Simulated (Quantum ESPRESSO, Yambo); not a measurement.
# NaCl (Fm-3m): G0W0 with Yambo, start to end, part 2 of 2

Wanted: ground state, empty states, screening and self-energy for NaCl (Fm-3m).

Quantum ESPRESSO 7.5 and Yambo 5.3.0; PBE and many-body steps on it, plane waves. Known limits of the many-body steps: not at the basis limit; coarse k mesh.

So far. Step 3 (Bands along the symmetry lines): The gap is 5.150 eV, as in the run before at this level. Step 4 (Empty states on the mesh, 4×4×4 mesh, 108 bands): On this mesh the gap is 5.150 eV.

The database entry behind the starting cell differs from later determinations by our own check (an axis about 0.4 % short against later determinations), so it need not match the best structure at ambient conditions.

### Step 5. Conversion and set-up

This step: Yambo 5.3.0; conversion and set-up on PBE, plane waves, norm-conserving pseudopotentials.

The states are converted to the many-body program's format and the q mesh is built.

Run with:

```bash
$ (cd o/x.save; p2y > p2y.log; mv SAVE ../..); yambo > setup.log
```

Log:

```text
 Yambo, version 5.3.0

 [02] CORE Variables Setup
 =========================

  [02.01] Unit cells
  ==================

  Cell kind             :  FCC
  Atoms in the cell     :  Na  Cl
  number of Na atoms    :  1
  number of Cl atoms    :  1

  List of atomic masses
  Mass of Na    :  22.99000
  Mass of Cl    :  35.45000

  List of atomic coordinates    : [cc]
  Na1       :  0.000000  0.000000  0.000000  order 1
  Cl1       :  5.310130  5.310130  5.310130  order 2

  Alat factors          :  5.310130  5.310130  5.310130 [a.u.]
  Direct lattice volume :  299.4646 [a.u.]
  Direct lattice vectors:  A[ 1 ]  A[ 2 ]  A[ 3 ]
   A[ 1 ]:  0.000000  1.000000  1.000000  [iru]
   0.000000  5.310130  5.310130  [cc]
   A[ 2 ]:  1.000000  0.000000  1.000000  [iru]
   5.310130  0.000000  5.310130  [cc]
   A[ 3 ]:  1.000000  1.000000  0.000000  [iru]
   5.310130  5.310130  0.000000  [cc]

  Recip. lattice volume :  0.828312 [a.u.]
  Recip. lattice vectors:  B[ 1 ]  B[ 2 ]  B[ 3 ]
   B[ 1 ]: -0.500000  0.500000  0.500000  [iku]
  -0.591623  0.591623  0.591623  [cc]
   B[ 2 ]:  0.500000 -0.500000  0.500000  [iku]
   0.591623 -0.591623  0.591623  [cc]
   B[ 3 ]:  0.500000  0.500000 -0.500000  [iku]
   0.591623  0.591623 -0.591623  [cc]

  [02.02] Symmetries
  ==================

  Inversion symmetry    : yes
  Spatial inversion     : yes
  Inversion index       :  25
  K-space Time-reversal : no
  Magnetic symmetries   : no
  Group table correct   : yes
  Symmetries units      :  [cc]

   [S  1]:   1.0000      0.20663E-16  0.20663E-16  0.20663E-16   1.0000     -0.20663E-16 -0.20663E-16 -0.20663E-16   1.0000
   [S  2]:  -1.0000     -0.20663E-16  0.20663E-16 -0.20663E-16  -1.0000     -0.20663E-16  0.20663E-16  0.20663E-16   1.0000
   [S  3]:  -1.0000      0.20663E-16 -0.20663E-16 -0.20663E-16   1.0000      0.20663E-16  0.20663E-16 -0.20663E-16  -1.0000
[...]
[... 36 further rows ...]
   [S 47]:  0.20663E-16   1.0000     -0.20663E-16 -0.20663E-16  0.20663E-16  -1.0000       1.0000     -0.20663E-16  0.20663E-16
   [S 48]:  0.20663E-16  -1.0000      0.20663E-16 -0.20663E-16 -0.20663E-16   1.0000       1.0000      0.20663E-16 -0.20663E-16

  [02.03] Reciprocal space
  ========================

  nG shells         :  293
  nG charge         :  26813
  nG WFs            :   4067
  nC WFs            :   3383
  G-vecs. in first 29 shells:  [ Number ]
     1    9   15   27   51   59   65   89  113
    137   169   181   229   259   283   307   331   339
    387   411   459   531   537   561   609   645   701
    725   749
  ...
  Shell energy in first 29 shells:  [ mHa ]
    0.00000      525.026      700.034      1400.07      1925.09      2100.10      2800.14      3325.16      3500.17
    4200.21      4725.23      5600.28      6125.30      6300.31      7000.34      7525.37      7700.38      8400.41
[...]
BZ  K-points                                      :   64

  K/Q-points units:
  rlu = crystal or reduced units; cc = cartesian coordinates; iku = interal k-units

  K [1]          [rlu]:  0.000000  0.000000  0.000000
         WF components:   3383
  K [2]          [rlu]:  0.30764E-17  0.30764E-17  0.25000
         WF components:   3362
  K [3]          [rlu]: -0.61529E-17 -0.61529E-17 -0.50000
         WF components:   3354
  K [4]          [rlu]:  0.15802E-17  0.25000      0.25000
         WF components:   3359
  K [5]          [rlu]: -0.17826E-16  0.25000     -0.50000
         WF components:   3339
  [... 2 further k-points ...]
  K [8]          [rlu]:  0.250000 -0.500000 -0.250000
         WF components:   3316

  [02.05] Energies & Occupations
  ==============================

  [X] === General ===
  [X] Electronic Temperature                        :  0.000000  0.000000 [eV K]
  [X] Bosonic    Temperature                        :  0.000000  0.000000 [eV K]
  [X] Finite Temperature mode                       : no
  [X] El. density                                   :  0.36055E+24 [cm-3]
  [X] Fermi Level                                   :  1.141321 [eV]

  [X] === Gaps and Widths ===
  [X] Conduction Band Min                           :  5.149762 [eV]
  [X] Valence Band Max                              :  0.000000 [eV]
  [X] Filled Bands                                  :   8
  [X] Empty Bands                                   :    9  108
  [X] Direct Gap                                    :  5.149762 [eV]
  [X] Direct Gap localized at k                     :  1
  [X] Indirect Gap                                  :  5.149762 [eV]
  [X] Indirect Gap between kpts                     :  1  1
  [X] Last valence band width                       :  0.763888 [eV]
  [X] 1st conduction band width                     :  3.695208 [eV]

  E @ K [1]:  [eV]
   -48.905      -20.828      -20.828      -20.828      -12.681     -0.85436E-09 -0.68449E-09   0.0000
    5.14976  11.06198  11.06198  11.06198  13.15342  13.15342  14.94499  17.22677
  occ @ K [1]
   2.000000  2.000000  2.000000  2.000000  2.000000  2.000000  2.000000  2.000000
[...]
E @ K [2]:  [eV]
[...]
occ @ K [2]
[...]
E @ K [3]:  [eV]
[...]
occ @ K [3]
[...]
E @ K [4]:  [eV]
[...]
occ @ K [4]
[...]
E @ K [5]:  [eV]
[...]
occ @ K [5]
[...]
[... 2 further k-points ...]
  E @ K [8]:  [eV]
[...]
occ @ K [8]
   2.000000  2.000000  2.000000  2.000000  2.000000  2.000000  2.000000  2.000000
   0.000000  0.000000  0.000000  0.000000  0.000000  0.000000  0.000000  0.000000

 [03] Transferred momenta grid and indexing
 ==========================================

 IBZ Q-points                                      :   8
 BZ  Q-points                                      :   64

 K/Q-points units:
 rlu = crystal or reduced units; cc = cartesian coordinates; iku = interal k-units

 Q [1]          [rlu]:  0.000000  0.000000  0.000000
 Q [2]          [rlu]:  0.30764E-17  0.30764E-17  0.25000
 Q [3]          [rlu]: -0.61529E-17 -0.61529E-17 -0.50000
[...]
Q [7]          [rlu]: -0.31603E-17 -0.50000     -0.50000
 Q [8]          [rlu]:  0.250000 -0.500000 -0.250000

  [03.01] X indexes
  =================

   [03.01.01] Sigma indexes
   ========================

 [06] Game Over & Game summary
```

It took 2.4 s on 1 MPI rank of Arm Neoverse V1, shared host; peak memory 0.24 GiB.

### Step 6. Screening and self-energy, 4×4×4 mesh, 108 bands, screening to 163.3 eV

Now the one-shot GW correction: screening in the RPA, then the self-energy of the levels asked for.

This step: G0W0 on PBE, plane waves, norm-conserving pseudopotentials.

The input, gw1.in:

```
HF_and_locXC
gw0
dyson
ppa
em1d
rim_cut
RandQpts= 1000000
RandGvec= 1 RL
EXXRLvcs= 76 Ry
VXCRLvcs= 304 Ry
Chimod= "HARTREE"
% BndsRnXp
 1 | 108 |
%
NGsBlkXp= 12 Ry
% LongDrXp
 1 | 1 | 1 |
%
% GbndRnge
 1 | 108 |
%
DysSolver= "n"
ExtendOut
PPAPntXp= 27.21138 eV
% QPkrange
 1 | 1 | 7 | 10 |
%
```

Run with:

```bash
$ OMP_NUM_THREADS=1 mpirun -n 4 yambo -F gw1.in -J gw1 -C gw1 > gw1.log
```

Log:

```text
 Yambo, version 5.3.0

 [02] CORE Variables Setup
 =========================

  [... cell, symmetries and grids as in the set-up ...]

  [02.05] Energies & Occupations
  ==============================

  [X] === General ===
  [X] Electronic Temperature                        :  0.000000  0.000000 [eV K]
  [X] Bosonic    Temperature                        :  0.000000  0.000000 [eV K]
  [X] Finite Temperature mode                       : no
  [X] El. density                                   :  0.36055E+24 [cm-3]
  [X] Fermi Level                                   :  1.141321 [eV]

  [X] === Gaps and Widths ===
  [X] Conduction Band Min                           :  5.149762 [eV]
  [X] Valence Band Max                              :  0.000000 [eV]
  [X] Filled Bands                                  :   8
  [X] Empty Bands                                   :    9  108
  [X] Direct Gap                                    :  5.149762 [eV]
  [X] Direct Gap localized at k                     :  1
  [X] Indirect Gap                                  :  5.149762 [eV]
  [X] Indirect Gap between kpts                     :  1  1
  [X] Last valence band width                       :  0.763888 [eV]
  [X] 1st conduction band width                     :  3.695208 [eV]

 [03] Transferred momenta grid and indexing
 ==========================================

 IBZ Q-points                                      :   8
 BZ  Q-points                                      :   64

 K/Q-points units:
 rlu = crystal or reduced units; cc = cartesian coordinates; iku = interal k-units

 Q [1]          [rlu]:  0.000000  0.000000  0.000000
 Q [2]          [rlu]:  0.30764E-17  0.30764E-17  0.25000
 Q [3]          [rlu]: -0.61529E-17 -0.61529E-17 -0.50000
 Q [4]          [rlu]:  0.15802E-17  0.25000      0.25000
 Q [5]          [rlu]: -0.19398E-16  0.25000      0.50000
 Q [6]          [rlu]: -0.61529E-17  0.25000     -0.25000
 Q [7]          [rlu]: -0.31603E-17 -0.50000     -0.50000
 Q [8]          [rlu]:  0.250000 -0.500000 -0.250000

 [04] Coloumb potential Random Integration (RIM)
 ===============================================

  [04.01] RIM initialization
  ==========================

  * Diagonal components only detected *

  8 x (sBL volume)        :  0.103539 [a.u.]
  sBZ random points       :  1000000
  Points outside the sBZ  :   7968281
  RL volume               :  0.828312 [a.u.]
  Integrated volume       :  0.831609 [a.u.]

  [04.02] RIM integrals
  =====================

  Gamma point sphere radius             :  0.085176 [a.u.]
  Points outside the sphere             :   800476
  [Int_sBZ(q=0) 1/q^2]*(Vol_sBZ)^(-1/3) =:  7.776341
                                 should be <:  7.795600

  Summary of Coulomb integrals for non-metallic bands |Q|[au] RIM/Bare

  Q [1] 0.100000E-4 0.997530 * Q [2] 0.256180 1.067779
  Q [4] 0.295811 1.067204 * Q [6] 0.418340 1.030488
  Q [5] 0.490547 1.022568 * Q [3] 0.512360 1.021209
  Q [7] 0.591623 1.017560 * Q [8] 0.661454 1.014308

 [05] Dipoles
 ============

  [05.01] Setup: observables and procedures
  =========================================

 [06] Dynamic Dielectric Matrix (PPA)
 ====================================

 [WR./gw1//ndb.pp]---------------------------------------------------------------
  Brillouin Zone Q/K grids (IBZ/BZ)                :    8   64    8   64
  RL vectors                                       :   4111 [WF]
  Coulomb cutoff potential                         : none
  Electronic Temperature                           :  0.000000 [K]
  Bosonic    Temperature                           :  0.000000 [K]
  PPA    diel. fun.  energies                      : Perdew, Burke & Ernzerhof(X)+Perdew, Burke & Ernzerhof(C)
  wavefunctions                                    : Perdew, Burke & Ernzerhof(X)+Perdew, Burke & Ernzerhof(C)
  Global Gauge                                     : length
  X matrix size                                    :  229
  X band range                                     :    1  108
  X e/h energy range                               : -1.000000 -1.000000 [eV]
  X Time ordering                                  : R
  X Hxc Kernel                                     : HARTREE
  X Drude frequency                                :  0.000000  0.000000
  X poles                                          :  100.0000 [o/o]
  RL vectors in the sum                            :   4111
  [r,Vnl] included                                 : yes
  Field direction                                  :  0.577350E-5  0.577350E-5  0.577350E-5
  BZ energy Double Grid                            : no
  BZ energy DbGd points                            : 0
  BZ Q point size factor                           : -1.000000
  X Optical Averaged directions                    : none

 [07] Local Exchange-Correlation + Non-Local Fock
 ================================================

 [VXC] Plane waves :  26813
 [EXS] Plane waves :   3479

 QP @ state[ 1 ] K range:  1  1
 QP @ state[ 1 ] b range:   7  10

 [xc] Functional : Perdew, Burke & Ernzerhof(X)+Perdew, Burke & Ernzerhof(C)
 [xc] LIBXC used to calculate xc functional
  PP Number of Atomic Species                      :  2
  NLCC RL compoments                               :  26813
  PP Number of Atomic Species                      :  2
  NLCC RL compoments                               :  26813

 [xc] E_xc :  -9.855422 [Ha]
      E_xc :  -19.71084 [Ry]

  Local XC kind (lXC) : Perdew, Burke & Ernzerhof(X)+Perdew, Burke & Ernzerhof(C)
  Non-Local XC kind (nlXC) : Hartree-Fock

  Corrections @ K [1] :  [eV]
 <7|nlXC|7> = -18.89291  0.54367E-17 <7|lXC|7> = -14.49345 -0.27893E-20
 <8|nlXC|8> = -18.89287 -0.19498E-17 <8|lXC|8> = -14.49345 -0.28323E-15
 <9|nlXC|9> = -4.202671 -0.12581E-17 <9|lXC|9> = -8.177510  0.21767E-18
 <10|nlXC|10> = -3.619753 -0.11100E-17 <10|lXC|10> = -8.376305 -0.47204E-16

 [08] Dyson equation: Newton solver
 ==================================

  [08.01] G0W0 (W PPA)
  ====================

  [  GW  ] Bands range     :    1  108
  [GW/PPA] G damping       :  0.100000 [eV]

  QP @ state[ 1 ] K range:  1  1
  QP @ state[ 1 ] b range:   7  10

   Sc/G bands                                       :    1  108
   Sc/G damping                                     :  0.100000 ev
   Sc bands terminator                              : no
   Sx RL components                                 :   3479

   QP @ state[ 1 ] K range                          :  1  1
   QP @ state[ 1 ] b range                          :   7  10
   GF energies kind                                 : Perdew, Burke & Ernzerhof(X)+Perdew, Burke & Ernzerhof(C)
   GF WF`s kind                                     : Perdew, Burke & Ernzerhof(X)+Perdew, Burke & Ernzerhof(C)
   Xs energies kind                                 : Perdew, Burke & Ernzerhof(X)+Perdew, Burke & Ernzerhof(C)
   Xs WF`s kind                                     : Perdew, Burke & Ernzerhof(X)+Perdew, Burke & Ernzerhof(C)

 [11] Game Over & Game summary
```

Run time: 46 s. Hardware: 4 MPI ranks; peak memory 1.5 GiB.

Numbers from this step:

```yaml
g0w0_gap_on_the_points_computed: 8.046 eV
starting_gap_on_the_mesh: 5.150 eV
k_of_the_valence_top: 0, 0, 0
k_of_the_conduction_bottom: 0, 0, 0
least_direct_g0w0_gap_on_the_computed_points: 8.046 eV
z_at_the_valence_top: 0.8157
z_at_the_conduction_bottom: 0.8679
```

The gap on the mesh goes from 5.15 eV to 8.05 eV, a correction of +2.90 eV.

Limits: finite bands, cutoff and mesh; coarse k mesh. v1 is the top filled band, c1 the lowest empty one. The levels before and after the correction (eV, zero at the valence-band top of each column):

```
           conduction bottom  valence top
Kohn-Sham               5.15         0.00
     G0W0               8.05         0.00
```

```
             level  energy (eV)
Kohn-Sham  Γ v2-v1        0.000
Kohn-Sham     Γ c1        5.150
Kohn-Sham     Γ c2       11.062
     G0W0  Γ v2-v1        0.000
     G0W0     Γ c1        8.046
     G0W0     Γ c2       14.446
```

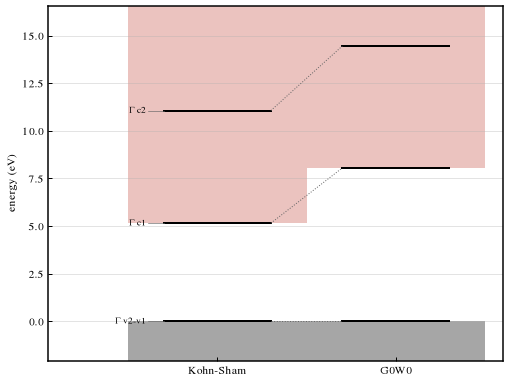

Levels before and after the correction. Shaded: valence and conduction bands.

### Step 7. Where the time went

Times are wall times on the hardware named with each run, good to a factor of about two.

```
                          step   time  share  memory (GiB)
                  ground state  4.3 s    7 %          0.24
bands along the symmetry lines  4.6 s    7 %          0.21
      empty states on the mesh  6.8 s   11 %          0.32
         conversion and set-up  2.4 s    4 %          0.24
     screening and self-energy   46 s   72 %           1.5
```

### Step 8. Results

```yaml
pbe_gap: 5.15 eV, direct
g0w0_gap_on_the_mesh: 8.05 eV
gw_settings: 4×4×4 mesh, 108 bands, screening to 163.3 eV, Godby-Needs plasmon pole
known_limits: not at the basis limit; coarse k mesh
```

**Reading.** G0W0 moves the gap on the mesh from 5.15 eV to 8.05 eV (+2.90 eV), with Z of 0.82 and 0.87 at the edges. Only 1 of the mesh's irreducible points was corrected, so a valley elsewhere could overtake. The dearest step here is «screening and self-energy». Bands and cutoff are finite, so the gap is not at the basis limit. The miss can reach some tenths of an eV and take either sign; the mesh is an error of its own. In the G0W0 run levels were corrected at 1 k point alone, so a gap called «on the mesh» is the least over those, and an edge elsewhere would be missed. The 4×4×4 mesh is coarse for this cell, which bears on the long-range parts of exchange and screening.

[Paths, hosts, dates, memory and timing lines, banners, echoed tables and standing remarks are left out of the program output.]

[Logs are printed without paths, hosts, clocks, repeated set-up lines and the standing remarks that a program may print on its own settings, such as how far it seeks lower states.]

[Runs of the session that timed out or met a known fault of the program may be left out.]

[Hosts, paths, dates, database ids (printed as entryN), source tags and the programs' standing remarks are cut or masked in the printed files.]
